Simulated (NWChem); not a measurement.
# triplet C2H2F4: levels of theory compared

We compute a comparison of 4 runs (UBHLYP/cc-pVDZ, UB3LYP/cc-pVDZ, UM06-2X/cc-pVDZ, UPBE0/cc-pVDZ) of triplet C2H2F4. 

Program for the calculation: NWChem 7.3.0.

1 further run of the same task is left out (it didn't finish).

## 1. Starting point

C2H2F4 has 8 atoms, charge 0, and is taken as a triplet. As SMILES of the parent species, `FCC(F)(F)F`. Geometry: relaxed at PBE0-D4/def2-TZVP. That shape belongs to the parent species and isn't relaxed for this state.

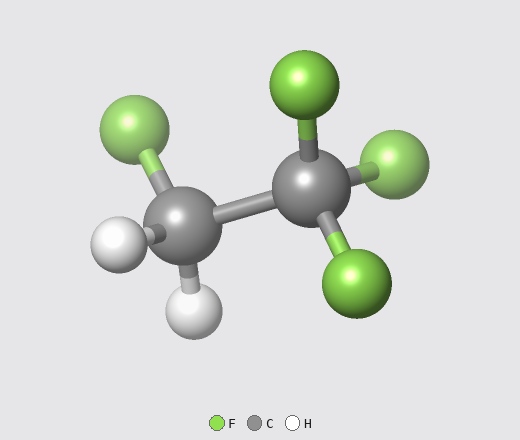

Viewed from a chosen angle; fluorine green, carbon grey, hydrogen white.

## 2. A single-point energy at UBHLYP/cc-pVDZ (run 1)

The input, c2h2f4.nw:

```
start c2h2f4
title "C2H2F4 energy"
memory total 2200 mb
geometry units angstroms noautosym nocenter noautoz
  F    -0.224600   -1.506500    0.915200
  C    -0.211200   -0.737800   -0.211700
  C     0.211200    0.674300    0.135500
  F     1.434400    0.711300    0.662400
  F     0.217100    1.411800   -0.982100
  F    -0.624600    1.243600    1.002900
  H     0.502000   -1.148600   -0.930100
  H    -1.212300   -0.705100   -0.647900
end
basis spherical bse
  * library cc-pVDZ
end
dft
  xc bhlyp
  mult 3
  grid fine
  convergence energy 1e-08
  maxiter 100
  mulliken
  print low
end
task dft energy
```

Run with:

```console
nwchem c2h2f4.nw > c2h2f4.out
```

The log of the run:

```text
[...]
 d= 0,ls=0.0,diis     1   -476.0239266019 -7.49D+02  1.42D-02  4.74D-01     3.1
[...]
 d= 0,ls=0.0,diis    17   -476.2422252793 -2.43D-09  1.17D-06  1.79D-10    35.0
[...]
         Total DFT energy =     -476.242225279290
      One electron energy =    -1202.921858752484
           Coulomb energy =      506.930883183660
    Exchange-Corr. energy =      -53.291230474527
 Nuclear repulsion energy =      273.039980764060
[...]
      Total Density - Mulliken Population Analysis
     ---------------------------------------------
    Atom       Charge   Shell Charges
 -----------   ------   -------------------------------------------------------
    1 F    9     8.93   2.00  0.94  0.95  3.25  1.78  0.00
    2 C    6     6.14   2.01  0.68  0.32  2.06  0.96  0.13
    3 C    6     5.51   2.01  0.72  0.14  1.83  0.48  0.34
    4 F    9     9.17   2.00  0.91  0.99  3.34  1.93  0.01
    5 F    9     9.18   2.00  0.91  0.99  3.34  1.93  0.01
    6 F    9     9.17   2.00  0.91  0.99  3.34  1.93  0.01
    7 H    1     0.94   0.73  0.18  0.03
    8 H    1     0.94   0.73  0.18  0.03
[...]
      <S2> =      2.0086 (Exact =     2.0000)
[...]
```

Wall time 36 s (1 thread of Intel Xeon 6975P-C (Granite Rapids), shared host); peak memory 0.12 GiB.

## 3. The energy at UB3LYP/cc-pVDZ (run 2)

The input, run.py:

```python
from ase import Atoms
from ase.calculators.nwchem import NWChem

atoms = Atoms(['F', 'C', 'C', 'F', 'F', 'F', 'H', 'H'], positions=[
    [-0.224600, -1.506500, 0.915200],
    [-0.211200, -0.737800, -0.211700],
    [0.211200, 0.674300, 0.135500],
    [1.434400, 0.711300, 0.662400],
    [0.217100, 1.411800, -0.982100],
    [-0.624600, 1.243600, 1.002900],
    [0.502000, -1.148600, -0.930100],
    [-1.212300, -0.705100, -0.647900],
])

calc = NWChem(
    label='c2h2f4',
    theory='dft',
    memory='2200 mb',
    basis='cc-pVDZ',
    basispar='spherical bse',
    dft={'xc': 'b3lyp', 'mult': '3', 'grid': 'fine', 'convergence': 'energy 1e-08', 'iterations': '100', 'mulliken': None},
    task='energy',
)
atoms.calc = calc

e = atoms.get_potential_energy()
print(f"E = {e:.6f} eV")
```

Run with:

```console
export ASE_NWCHEM_COMMAND="nwchem PREFIX.nwi > PREFIX.nwo"
python run.py
```

The log of the run:

```text
E = -12964.979185 eV
```

The calculator wrote c2h2f4.nwi:

```
title "c2h2f4"

permanent_dir c2h2f4

scratch_dir c2h2f4

start c2h2f4

geometry units angstrom nocenter noautosym noautoz
  F  -2.2459999999999999e-01 -1.5065000000000000e+00 9.1520000000000001e-01
  C  -2.1120000000000000e-01 -7.3780000000000001e-01 -2.1170000000000000e-01
  C  2.1120000000000000e-01 6.7430000000000001e-01 1.3550000000000001e-01
  F  1.4343999999999999e+00 7.1130000000000004e-01 6.6239999999999999e-01
  F  2.1709999999999999e-01 1.4117999999999999e+00 -9.8209999999999997e-01
  F  -6.2460000000000004e-01 1.2436000000000000e+00 1.0028999999999999e+00
  H  5.0200000000000000e-01 -1.1486000000000001e+00 -9.3010000000000004e-01
  H  -1.2122999999999999e+00 -7.0509999999999995e-01 -6.4790000000000003e-01
end

memory 2200 mb

basis spherical bse noprint
   * library cc-pVDZ
end

dft
  xc b3lyp
  mult 3
  grid fine
  convergence energy 1e-08
  iterations 100
  mulliken
end

task dft energy
```

c2h2f4.nwo:

```text
Northwest Computational Chemistry Package (NWChem) 7.3.0
             --------------------------------------------------------

           Job information
           ---------------

    nwchem branch   = 7.3.0
    use scalapack   = T
    input           = c2h2f4.nwi
    prefix          = c2h2f4.
    data base       = c2h2f4/c2h2f4.db
    status          = startup
    nproc           =        1

           Memory information
           ------------------

    heap     =     72089598 doubles =      550.0 Mbytes
    stack    =     72089595 doubles =      550.0 Mbytes
    global   =    144179200 doubles =     1100.0 Mbytes (distinct from heap & stack)
    total    =    288358393 doubles =     2200.0 Mbytes
    verify   = yes
    hardfail = no

[... 107 lines left out ...]
  convergence criterion.
[... 17 lines left out ...]
          Convergence on gradient requested:  5.00D-04
[... 26 lines left out ...]
          Convergence aids based upon iterative change in
[... 28 lines left out ...]
 1-e energy   =   -1202.856061
[... 53 lines left out ...]
         Total DFT energy =     -476.454200933501
[... 2 lines left out ...]
    Exchange-Corr. energy =      -53.460777007817
[... 664 lines left out ...]
                     DFT Final Beta Molecular Orbital Analysis
[... 753 lines left out ...]
 center of mass
 --------------
 x =   0.26910515 y =   0.60596569 z =   0.51615027

 moments of inertia (a.u.)
 ------------------
         640.769158453328         -57.419866863770          16.327632909075
         -57.419866863770         375.735721914363          86.834546853377
          16.327632909075          86.834546853377         615.653933922758

     Multipole analysis of the density
     ---------------------------------

     L   x y z        total         alpha         beta         nuclear
     -   - - -        -----         -----         ----         -------
     0   0 0 0     -0.000000    -26.000000    -24.000000     50.000000

     1   1 0 0     -0.088953     -6.030468     -6.361358     12.302872
[... 8 lines of this table left out ...]
     2   0 0 2    -23.983242    -69.650670    -64.621915    110.289342

 Task  times  cpu:       33.1s     wall:       33.1s
 Total times  cpu:       33.1s     wall:       33.1s
```

Run time: 34 s. Hardware: 1 thread of Intel Xeon 6975P-C (Granite Rapids), shared host; peak memory 0.12 GiB.

Run 3 isn't shown in full; the table further down has it.

## 4. The energy at UPBE0/cc-pVDZ (run 4)

The input, mymol.nw:

```
echo
start mymol
memory 2200 mb

geometry noautosym nocenter noautoz
   F       -0.224600      -1.506500       0.915200
   C       -0.211200      -0.737800      -0.211700
   C        0.211200       0.674300       0.135500
   F        1.434400       0.711300       0.662400
   F        0.217100       1.411800      -0.982100
   F       -0.624600       1.243600       1.002900
   H        0.502000      -1.148600      -0.930100
   H       -1.212300      -0.705100      -0.647900
end

basis spherical bse
   F library cc-pVDZ
   C library cc-pVDZ
   H library cc-pVDZ
end

dft
   xc pbe0
   mult 3
   grid fine
   convergence energy 1e-08
   maxiter 100
   mulliken
   noprint "final vectors analysis"
end

task dft energy
```

Run with:

```console
nwchem mymol.nw > mymol.out
```

The log of the run:

```text
[...]
          Wavefunction type:  spin polarized.
          No. of atoms     :     8
          No. of electrons :    50
[...]
          Charge           :     0
          Spin multiplicity:     3
[...]
          AO basis - number of functions:    94
[...]
              XC Information
              --------------
                         PBE0 Method XC Functional
                     Hartree-Fock (Exact) Exchange  0.250
          PerdewBurkeErnzerhof Exchange Functional  0.750
            Perdew 1991 LDA Correlation Functional  1.000 local
           PerdewBurkeErnz. Correlation Functional  1.000 non-local
[...]
 d= 0,ls=0.0,diis     1   -475.7541890737 -7.49D+02  1.87D-02  5.35D-01     3.8
[...]
 d= 0,ls=0.0,diis    15   -475.9956844430 -3.01D-09  4.59D-06  3.53D-10    37.3
[...]
         Total DFT energy =     -475.995684442961
      One electron energy =    -1202.855970653997
           Coulomb energy =      506.802119156078
    Exchange-Corr. energy =      -52.981813709103
 Nuclear repulsion energy =      273.039980764060
[...]
      Total Density - Mulliken Population Analysis
     ---------------------------------------------
    Atom       Charge   Shell Charges
 -----------   ------   -------------------------------------------------------
    1 F    9     8.98   2.01  0.93  0.96  3.26  1.82  0.00
    2 C    6     6.11   2.01  0.68  0.32  2.05  0.91  0.13
    3 C    6     5.63   2.01  0.72  0.16  1.88  0.52  0.34
    4 F    9     9.13   2.01  0.90  0.99  3.32  1.90  0.01
    5 F    9     9.13   2.01  0.91  0.99  3.32  1.90  0.01
    6 F    9     9.13   2.01  0.90  0.99  3.32  1.90  0.01
    7 H    1     0.95   0.72  0.19  0.03
    8 H    1     0.95   0.72  0.19  0.03
[...]
      <S2> =      2.0039 (Exact =     2.0000)
[...]
```

It took 38 s on 1 thread of Intel Xeon 6975P-C (Granite Rapids), shared host; peak memory 0.12 GiB.

## 5. All runs side by side

| run | level | energy (Eh) | ⟨S²⟩ | wall time |
| --- | --- | --- | --- | --- |
| 1 | UBHLYP/cc-pVDZ | -476.242225 | 2.009 | 36 s |
| 2 | UB3LYP/cc-pVDZ | -476.454201 | 2.003 | 34 s |
| 3 | UM06-2X/cc-pVDZ | -476.285677 | 2.006 | 40 s |
| 4 | UPBE0/cc-pVDZ | -475.995684 | 2.004 | 38 s |

## 6. Summary of results

| quantity | value |
| --- | --- |
| run 4: total energy | -475.99568 Eh |
| run 4: dipole moment | 1.12 D |
| run 4: ⟨S²⟩ | 2.004 |

In words: Over runs 2, 3, 4 the dipole moment (its size) runs from 1.00 D (UB3LYP/cc-pVDZ) to 1.28 D (UM06-2X/cc-pVDZ). Totals of different functionals can't be ranked against each other. All runs together took 2.5 min, the longest 40 s.
